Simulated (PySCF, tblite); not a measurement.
# C₅H₁₀N radical: geometry, infrared bands and EPR parameters

Aim: predict the infrared bands and EPR parameters of C₅H₁₀N radical (`C[C]1CCCN1`).

Programs: tblite 0.8.0 and PySCF 2.14.0, with density-fitted response routines of our own. Each step states its level of theory. These are calculated values for one molecule in the gas phase, unless marked as measured. Atoms count from 0, in the outputs and in this text.

### 1 Starting geometry

16 atoms, charge 0, multiplicity 2; geometry from: force field or distance geometry start.

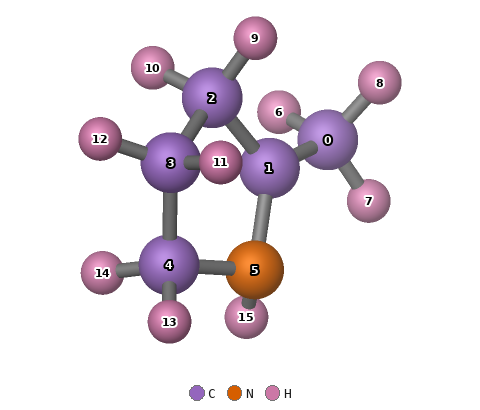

As it starts; carbon purple, nitrogen orange, hydrogen pink, atoms numbered; sticks join atoms by distance.

### 2 Optimising the geometry with GFN2-xTB

The job: settings as JSON, then the geometry in Å.

```
{"job": {"kind": "relax", "xc": "GFN2-xTB", "basis": "xTB"}, "charge": 0, "multiplicity": 2}
C      2.130300     0.478000     0.220500
C      0.691300     0.077800     0.189300
C     -0.410900     1.056300     0.200000
C     -1.627900     0.139400     0.199900
C     -1.146600    -1.162800    -0.440000
N      0.237900    -1.311400    -0.006900
H      2.371600     1.049600    -0.685200
H      2.788300    -0.385500     0.276200
H      2.329600     1.106900     1.094300
H     -0.409200     1.716700     1.073900
H     -0.397500     1.661300    -0.718200
H     -1.937600    -0.069300     1.245600
H     -2.488500     0.568400    -0.306200
H     -1.751300    -2.021000    -0.156600
H     -1.185600    -1.056500    -1.537600
H      0.798200    -1.839000    -0.660500
```

Started as:

```console
OMP_NUM_THREADS=1 python probes_run.py task.json out
```

This one command runs all jobs of the session in turn.

Standard output:

```text
step      E/eV     max force
  0    -507.73966    2.623
  1    -507.84978    0.732
  2    -507.87242    0.441
  3    -507.88998    0.326
  4    -507.89924    0.240
  5    -507.90527    0.204
  6    -507.91023    0.238
  7    -507.91504    0.208
  8    -507.91820    0.133
  9    -507.92023    0.106
 10    -507.92172    0.118
 11    -507.92307    0.110
 12    -507.92425    0.085
 13    -507.92527    0.077
 14    -507.92622    0.083
 15    -507.92719    0.079
 16    -507.92810    0.065
 17    -507.92891    0.067
 18    -507.92967    0.075
 19    -507.93042    0.091
 20    -507.93111    0.073
 21    -507.93162    0.069
 22    -507.93198    0.060
 23    -507.93229    0.049
 24    -507.93258    0.044
 25    -507.93281    0.038
 26    -507.93298    0.040
 27    -507.93311    0.034
 28    -507.93325    0.030
 29    -507.93341    0.034
 30    -507.93358    0.038
 31    -507.93376    0.034
 32    -507.93397    0.044
 33    -507.93426    0.050
 34    -507.93460    0.048
 35    -507.93493    0.052
 36    -507.93524    0.046
 37    -507.93558    0.049
 38    -507.93600    0.056
 39    -507.93644    0.049
 40    -507.93677    0.051
 41    -507.93700    0.049
 42    -507.93722    0.044
 43    -507.93748    0.042
 44    -507.93774    0.036
 45    -507.93793    0.033
 46    -507.93809    0.039
 47    -507.93828    0.041
 48    -507.93857    0.046
 49    -507.93894    0.056
 50    -507.93925    0.042
 51    -507.93943    0.032
 52    -507.93956    0.031
 53    -507.93968    0.033
 54    -507.93981    0.035
 55    -507.94000    0.030
 56    -507.94013    0.028
 57    -507.94025    0.025
 58    -507.94037    0.025
 59    -507.94045    0.016
 60    -507.94051    0.022
 61    -507.94056    0.020
 62    -507.94060    0.014
 63    -507.94064    0.016
 64    -507.94069    0.018
 65    -507.94074    0.021
 66    -507.94078    0.019
 67    -507.94083    0.016
 68    -507.94089    0.020
 69    -507.94098    0.027
 70    -507.94109    0.036
 71    -507.94121    0.036
 72    -507.94133    0.035
 73    -507.94147    0.028
 74    -507.94158    0.027
 75    -507.94166    0.017
 76    -507.94170    0.013
 77    -507.94173    0.013
 78    -507.94175    0.010
 79    -507.94178    0.009
```

Wall time 0.38 s (1 thread of Arm Neoverse V1, shared host).

Step by step: (not every step is listed)

| step | energy from step 0 (eV) | largest force (eV/Å) |
| --- | --- | --- |
| 0 | 0.0000 | 2.6228 |
| 1 | -0.1101 | 0.7317 |
| 2 | -0.1328 | 0.4407 |
| 3 | -0.1503 | 0.3262 |
| 4 | -0.1596 | 0.2398 |
| 5 | -0.1656 | 0.2035 |
| 6 | -0.1706 | 0.2376 |
| 7 | -0.1754 | 0.2075 |
| 8 | -0.1785 | 0.1326 |
| 14 | -0.1866 | 0.0828 |
| 20 | -0.1914 | 0.0734 |
| 26 | -0.1933 | 0.0400 |
| 32 | -0.1943 | 0.0442 |
| 38 | -0.1963 | 0.0563 |
| 44 | -0.1981 | 0.0362 |
| 50 | -0.1996 | 0.0416 |
| 56 | -0.2005 | 0.0284 |
| 62 | -0.2009 | 0.0136 |
| 68 | -0.2012 | 0.0205 |
| 74 | -0.2019 | 0.0269 |
| 75 | -0.2020 | 0.0171 |
| 76 | -0.2020 | 0.0131 |
| 77 | -0.2021 | 0.0130 |
| 78 | -0.2021 | 0.0104 |
| 79 | -0.2021 | 0.0093 |

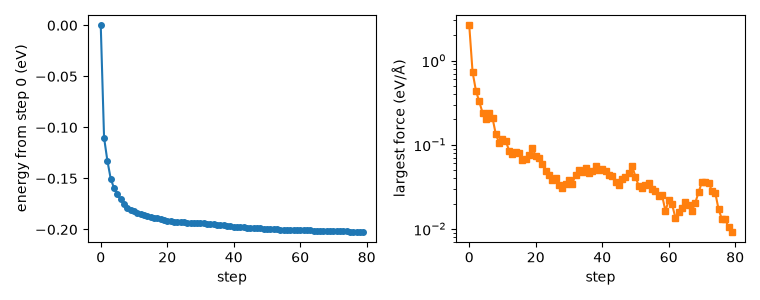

Energy and force, step by step.

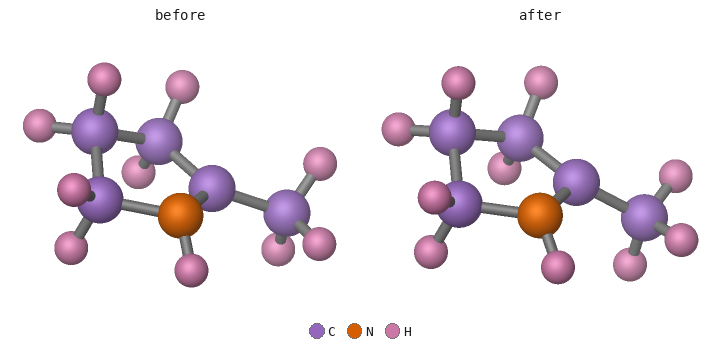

The geometry before (left) and after (right).

Distances of close pairs at the start and the end, largest changes first:

| bond | before (Å) | after (Å) | change (Å) |
| --- | --- | --- | --- |
| C1–N5 | 1.474 | 1.397 | -0.077 |
| C1–C2 | 1.474 | 1.498 | +0.024 |
| C3–H11 | 1.110 | 1.090 | -0.021 |
| C2–C3 | 1.524 | 1.532 | +0.009 |
| C4–N5 | 1.458 | 1.450 | -0.009 |
| C0–C1 | 1.494 | 1.487 | -0.007 |
| C0–H8 | 1.095 | 1.089 | -0.006 |
| C4–H13 | 1.087 | 1.093 | +0.006 |

The end geometry stands in the next job.

### 3 Vibrational analysis with GFN2-xTB

The job: settings as JSON, then the geometry in Å.

```
{"job": {"kind": "ir", "xc": "GFN2-xTB", "basis": "xTB"}, "charge": 0, "multiplicity": 2}
C      2.116725     0.442052     0.171821
C      0.696500     0.053570     0.376402
C     -0.433572     1.034767     0.310253
C     -1.666702     0.131636     0.200024
C     -1.127628    -1.116678    -0.502065
N      0.233167    -1.206837    -0.010402
H      2.320054     0.756688    -0.863883
H      2.777903    -0.392046     0.401358
H      2.374853     1.277087     0.821093
H     -0.477807     1.687439     1.185075
H     -0.344191     1.685022    -0.574540
H     -2.018275    -0.134526     1.196441
H     -2.484556     0.593090    -0.349904
H     -1.687013    -2.020346    -0.246529
H     -1.157765    -0.987669    -1.595121
H      0.870708    -1.794305    -0.531432
```

Standard output:

```text
mode    cm-1     km/mol
  1     108.1      0.38
  2     110.4      0.17
  3     198.3      0.93
  4     273.4      6.00
  5     312.0      0.67
  6     513.7     53.81
  7     566.9     16.62
  8     706.0     52.26
  9     837.8      5.67
 10     888.9      1.12
 11     905.0      0.20
 12     974.5      0.06
 13     978.7      0.49
 14    1004.7      5.17
 15    1046.8      4.00
 16    1083.5      0.37
 17    1104.7      3.76
 18    1126.5     10.47
 19    1156.1      2.57
 20    1201.0      1.32
 21    1226.9      2.00
 22    1265.8     11.28
 23    1286.4     17.32
 24    1311.3     11.49
 25    1325.6     14.57
 26    1398.6      1.30
 27    1410.6     75.88
 28    1474.2      1.37
 29    1481.2      1.95
 30    1486.3      1.71
 31    1490.2      2.17
 32    1496.0      0.12
 33    2812.1     17.85
 34    2820.3    113.18
 35    2839.8    108.52
 36    2953.9     18.76
 37    2955.2     91.93
 38    3002.2     51.25
 39    3015.2     21.43
 40    3015.5     57.50
 41    3016.4     48.37
 42    3378.2      9.87
```

Wall time 0.38 s (1 thread of Arm Neoverse V1, shared host).

Which atoms move in the most intense modes:

| cm⁻¹ | km/mol | atoms |
| --- | --- | --- |
| 514 | 53.8 | H15 34 %, N5 25 %, C0 12 % |
| 706 | 52.3 | H15 34 %, N5 13 %, C4 13 %, C0 11 % |
| 1411 | 75.9 | C1 40 %, N5 28 % |
| 2820 | 113.2 | H6 62 %, H10 28 % |
| 2840 | 108.5 | H14 88 % |
| 2955 | 91.9 | H13 65 %, H9 26 % |
| 3002 | 51.2 | H11 79 %, H12 11 % |
| 3016 | 57.5 | H7 52 %, H8 37 % |

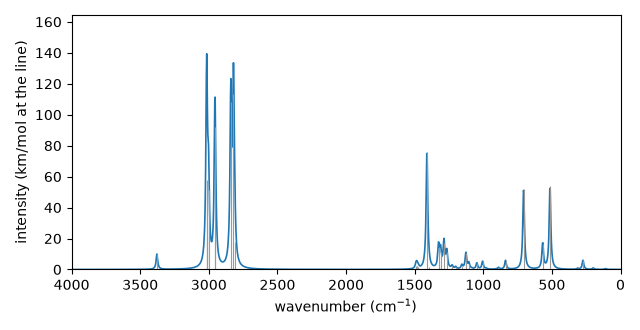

The infrared spectrum from these modes, unscaled. Lines are broadened to a width of 14 cm⁻¹ (Lorentzian).

### 4 g tensor and hyperfine couplings: B3LYP/pcH-1

Settings changed since step 3:

```diff
@@ -1,2 +1,2 @@
-{"job": {"kind": "ir", "xc": "GFN2-xTB", "basis": "xTB"}, "charge": 0, "multiplicity": 2}
+{"job": {"kind": "epr", "basis": "pcH-1"}, "charge": 0, "multiplicity": 2}
 C      2.116725     0.442052     0.171821
```

Method: UKS B3LYP, pcH-1 on C H N, non-relativistic, mean-field spin-orbit, GIAO.

Standard output:

```text
UKS, coarse grid
  cycle   1  E = -251.21867955  |g| = 3.17e-01
  cycle   2  E = -251.19946969  |g| = 3.80e-01
  cycle   3  E = -251.27341700  |g| = 3.73e-02
  cycle   4  E = -251.27388650  |g| = 2.11e-02
  cycle   5  E = -251.27408781  |g| = 5.87e-03
  cycle   6  E = -251.27410474  |g| = 2.00e-03
  cycle   7  E = -251.27410631  |g| = 1.39e-03
  cycle   8  E = -251.27410647  |g| = 2.21e-04
UKS, final grid
  cycle   1  E = -251.27409161  |g| = 2.13e-04
  cycle   2  E = -251.27409160  |g| = 2.60e-04
  cycle   3  E = -251.27409163  |g| = 4.66e-05
  cycle   4  E = -251.27409163  |g| = 1.52e-05
E = -251.27409163 Eh   <S^2> = 0.7538 (exact 0.7500)
g shifts (ppm)      1          2          3
  rmc          -173       -173       -173
  gc             -0         25         27
  oz_so         -45        668       1111
  total        -218        521        964
hyperfine (MHz)  atom isotope    a_iso     a_fc   dipolar eigenvalues
    0   13C      -6.14      -6.14     -2.44     -1.18      3.63
    1   13C     164.38     164.38    -69.79    -69.46    139.25
    2   13C     -10.57     -10.57     -2.32     -1.19      3.51
    3   13C       0.46       0.46     -1.09     -0.49      1.58
    4   13C       6.75       6.75     -2.39     -1.36      3.76
    5   14N      41.39      41.39    -10.51     -9.71     20.22
    6    1H     108.95     108.95     -3.92     -3.34      7.27
    7    1H      23.44      23.44     -4.98     -4.09      9.06
    8    1H      22.41      22.41     -5.46     -4.05      9.51
    9    1H      48.44      48.44     -4.96     -4.26      9.22
   10    1H      91.36      91.36     -4.23     -3.08      7.30
   11    1H      -1.13      -1.13     -2.78     -2.38      5.16
   12    1H      -2.25      -2.25     -1.73     -1.41      3.13
   13    1H       1.39       1.39     -3.08     -2.77      5.85
   14    1H      22.19      22.19     -2.68     -2.32      5.01
   15    1H      18.34      18.34    -11.44     -5.61     17.05
```

It took 49 s on 1 thread of Arm Neoverse V1, shared host; peak memory 0.93 GiB.

Principal g values 2.00210, 2.00284, 2.00328; g(iso) = 2.00274, against 2.00232 for a free electron.

Mean a(iso) over the nuclei that a row names, and the largest dipolar term of the row (other rows stand at the frozen geometry):

| nuclei | isotope | a(iso) (MHz) | a(iso) (G, at g = 2.0023) | largest dipolar term (MHz) |
| --- | --- | --- | --- | --- |
| C1 | 13C | 164.4 | 58.7 | 139.3 |
| H9, H10 | 1H | 69.9 | 24.9 | 9.2 |
| H6, H7, H8 | 1H | 51.6 | 18.4 | 9.5 |
| N5 | 14N | 41.4 | 14.8 | 20.2 |
| H15 | 1H | 18.3 | 6.5 | 17.0 |
| H13, H14 | 1H | 11.8 | 4.2 | 5.8 |
| C2 | 13C | -10.6 | -3.8 | 3.5 |
| C4 | 13C | 6.7 | 2.4 | 3.8 |
| C0 | 13C | -6.1 | -2.2 | 3.6 |
| H11, H12 | 1H | -1.7 | -0.6 | 5.2 |
| C3 | 13C | 0.5 | 0.2 | 1.6 |

Mulliken spin populations:

C0 -0.06; C1 0.80; C2 -0.06; C3 0.00; C4 0.00; N5 0.15; H6 0.07; H7 0.01; H8 0.01; H9 0.02; H10 0.05; H11 0.00; H12 0.00; H13 0.00; H14 0.01; H15 0.01

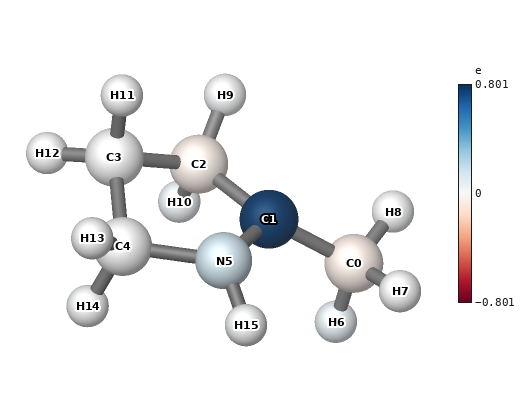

Mulliken spin populations, as colours on the atoms.

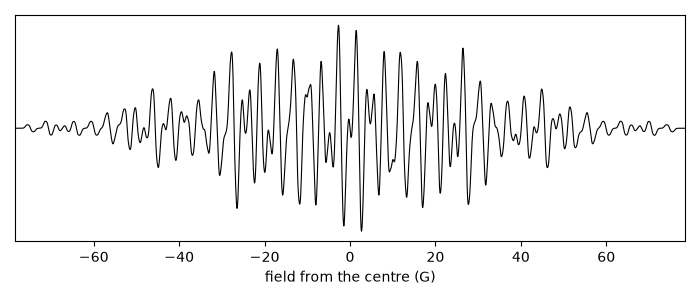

First-order isotropic spectrum (first derivative, main isotopes with spin only, couplings over 0.8 MHz, Gaussian width 0.4 G; couplings of the frozen geometry, rotation of groups not averaged beyond the rows shown).

Orbitals, density, ELF and potential are computed afterwards from the orbital file.

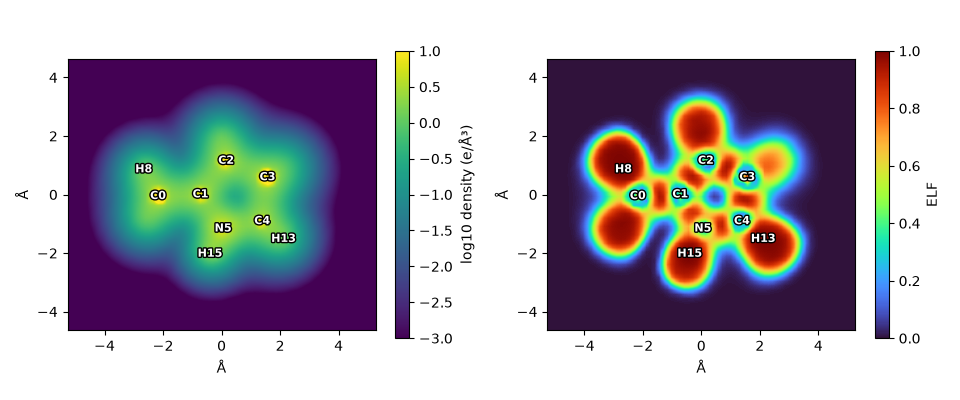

Density (left) and ELF (right) in a plane through or near 9 of the atoms.

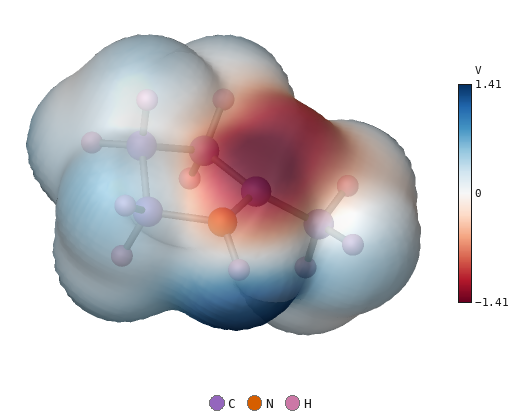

The potential that a unit positive charge feels on the 0.002 e/bohr³ surface, from -1.37 V near N5 to 1.41 V near H15.

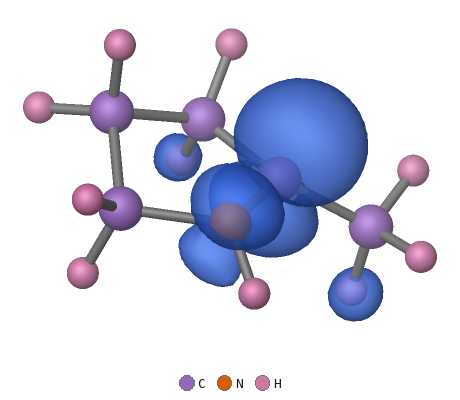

Spin density at ±0.04 e/Å³ (alpha excess blue, beta excess red).

### 5 Outcome

```
                                                                  quantity                  value
                                 strongest single infrared mode (GFN2-xTB)  2820 cm⁻¹, 113 km/mol
                                              zero-point energy (GFN2-xTB)          88.0 kcal/mol
                                                            g(iso) (B3LYP)                2.00274
                                                                      ⟨S²⟩     0.754 (exact 0.75)
                                        largest a(iso) (averaged by class)   13C on C1, 164.4 MHz
potential on the surface of density 0.002 e/bohr³, 1st and 99th percentile     -1.37 V and 1.41 V
```

What this shows: The optimisation took 79 steps and gained 0.202 eV; among the close pairs (by a distance rule), C1–N5 changed most, from 1.474 to 1.397 Å. No mode is imaginary among the 42: a minimum at this level. The strongest single mode, at 2820 cm⁻¹, moves mainly H6. GFN2-xTB is a fitted tight-binding method: band positions and strengths are rough. Its intensities can rank the bands wrongly. C1 carries the largest spin population, 0.80 e. The isotropic g lies 0.4 ppt above the free-electron value. These values are for one conformer; the search (at its own cheap level) found 2 more, at 0.22, 0.90 kcal/mol, and measured spectra average over such forms.
